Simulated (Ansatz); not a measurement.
**Run report: GeBNH4ClF, phonon calculation**

System: GeBNH4ClF, SMILES FB(Cl)[NH][GeH3].
Method: RKS PBE-D4/def2-SVP (Ansatz 0.2.0).

It belongs to a series of runs on one base structure; here: vibrations at the highest image of the band. Figures and captions count atoms from 1; the log counts them from 0 in places.

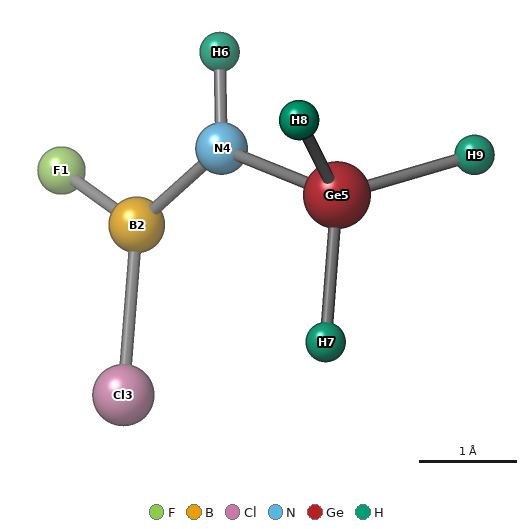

*The structure as given in the input (ball-and-stick view, seen at a tilt; atoms are numbered from 1 in the order of the input). Sticks mark near contacts.*

Bond lengths as drawn: B–Cl 1.78 Å, B–F 1.34 Å, B–N 1.41 Å, Ge–H 1.54 to 1.55 Å, Ge–N 1.87 Å and H–N 1.03 Å.

## Key numbers

| quantity | value |
| --- | --- |
| outcome | converged |
| total energy | −73959.4497 eV |
| mean-field energy | −73959.2378 eV |
| largest force (length of the vector) | 0.033 eV/Å |
| hardware | 2 threads of Arm Neoverse V1, 24 GiB of memory available, shared host |
| wall time | 68 s (CPU time 2.2 min) |
| peak memory | 0.15 GiB |

## Input
```yaml
crystal:
  periodic: [false, false, false]
  atoms:
    - { symbol: F, position_ang: [-0.545528, 1.696114, 2.170248] }
    - { symbol: B, position_ang: [-0.70834, 0.811451, 1.17317] }
    - { symbol: Cl, position_ang: [-2.354001, 0.177973, 0.907862] }
    - { symbol: "N", position_ang: [0.389213, 0.417883, 0.386853] }
    - { symbol: Ge, position_ang: [0.479684, -0.777326, -1.051923] }
    - { symbol: H, position_ang: [1.27859, 0.858133, 0.646357] }
    - { symbol: H, position_ang: [-0.939486, -1.326381, -1.283976] }
    - { symbol: H, position_ang: [1.480211, -1.901932, -0.678949] }
    - { symbol: H, position_ang: [1.008055, -0.002113, -2.28674] }
basis:
  gaussian: { orbitals: def2-SVP }
hamiltonian:
  xc: pbe
  dispersion: d4
phonons: {}
```

Launch command:
```bash
ansatz run input.yaml --threads 2 --pin off --max-ram 3072MiB --backend cpu --events-out ev --progress --plain --runs-dir out
```

## The program's output
```
Engine: ansatz 0.2.0, aarch64-unknown-linux-gnu
Functional definition: PBE
  parameter kappa = 0.804
  parameter beta = 0.06672455060314922
  exchange = pbe_x(kappa = kappa, mu = beta*pi^2/3)
  correlation = pbe_c(beta = beta)
1252 factors; their error is unknown
mean field evaluation 1: about -73951.0858 eV, gradient 6.6e1 eV
mean field evaluation 2: about -73921.2948 eV, gradient 1.2e2 eV
mean field evaluation 4: about -73959.1242 eV, gradient 1.1e1 eV
mean field evaluation 8: about -73959.3077 eV, gradient 1.6e-1 eV
mean field evaluation 16: about -73959.2377 eV, gradient 1.5e-4 eV
mean field -73959.23771369 eV, -2717.9518546063 hartree, gradient 3.1e-5 eV, S^2 0.000000; 0 other end points of the search recorded, 0 dependent functions left out
the calculation of the forces begins
reference -73959.23775044 eV, -2717.9518559569 hartree; 37, 37 occupied and 75, 75 virtual orbitals, 1252 factors
these checks for a lower state are left out or cut short: stability, starts, cluster_reference, orbital_swaps, neighbouring_geometries, increment
1252 factors; their error is unknown
mean field -73959.23769651 eV, -2717.9518539749 hartree, gradient 2.0e-6 eV, S^2 0.000000; 0 other end points of the search recorded, 0 dependent functions left out
[... from here on the field's lines of each further geometry are left out, up to the last ...]
the calculation of the forces begins
reference -73959.23770033 eV, -2717.9518541154 hartree; 37, 37 occupied and 75, 75 virtual orbitals, 1252 factors
these checks for a lower state are left out or cut short: stability, starts, cluster_reference, orbital_swaps, neighbouring_geometries, increment
1252 factors; their error is unknown
mean field -73959.23769697 eV, -2717.9518539918 hartree, gradient 1.1e-6 eV, S^2 0.000000; 0 other end points of the search recorded, 0 dependent functions left out
the calculation of the forces begins
reference -73959.23773373 eV, -2717.9518553425 hartree; 37, 37 occupied and 75, 75 virtual orbitals, 1252 factors
WARN: phonons: modes at or below zero, which the zero-point energy, F, S and C_V leave out: 1, the lowest at -84.91 cm⁻¹. A minimum has none, and a first-order saddle one
Total energy: -73959.44970826 eV, -2717.9596452629 hartree
Atom 0 at    -0.545528     1.696114     2.170248 Å, force    -0.000117     0.006649     0.007416 eV/Å
Atom 1 at    -0.708340     0.811451     1.173170 Å, force    -0.032061    -0.007041     0.003088 eV/Å
Atom 2 at    -2.354001     0.177973     0.907862 Å, force     0.023482     0.009190     0.003208 eV/Å
Atom 3 at     0.389213     0.417883     0.386853 Å, force     0.012987    -0.012495    -0.018873 eV/Å
Atom 4 at     0.479684    -0.777326    -1.051923 Å, force    -0.003029     0.003161     0.004453 eV/Å
Atom 5 at     1.278590     0.858133     0.646357 Å, force    -0.006782     0.000676     0.002416 eV/Å
Atom 6 at    -0.939486    -1.326381    -1.283976 Å, force     0.002760     0.001568     0.001102 eV/Å
Atom 7 at     1.480211    -1.901932    -0.678949 Å, force     0.001743    -0.002327    -0.000008 eV/Å
Atom 8 at     1.008055    -0.002113    -2.286740 Å, force     0.001018     0.000619    -0.002802 eV/Å
Dipole moment:     0.438260    -0.147924    -0.303235 e Å
Vibrations: -84.91 106.57 124.23 312.96 364.66 502.69 507.22 585.74 629.72 638.19 772.07 811.43 836.78 860.05 1148.89 1214.20 1447.57 2087.40 2088.90 2151.56 3497.97 cm⁻¹, zero-point energy 1.282541 eV
```

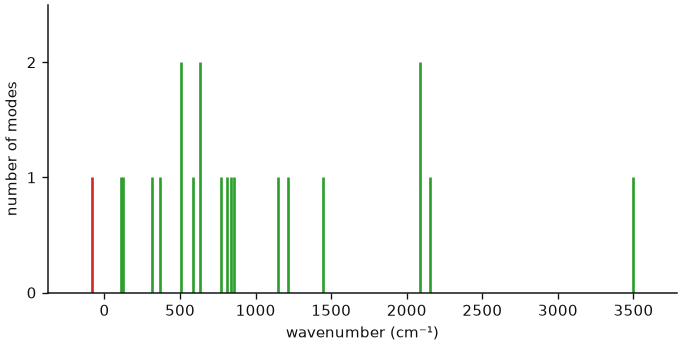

*Harmonic vibrational wavenumbers from the force constants; neighbouring modes closer than 16 cm⁻¹ are counted in one stick, and imaginary ones are drawn at negative wavenumbers.*

21 modes from 85i to 3498 cm⁻¹, 1 imaginary beyond 8i (85i cm⁻¹): not a clean minimum; so soft a mode can be a shallow saddle, an incomplete relaxation or noise of the force constants.
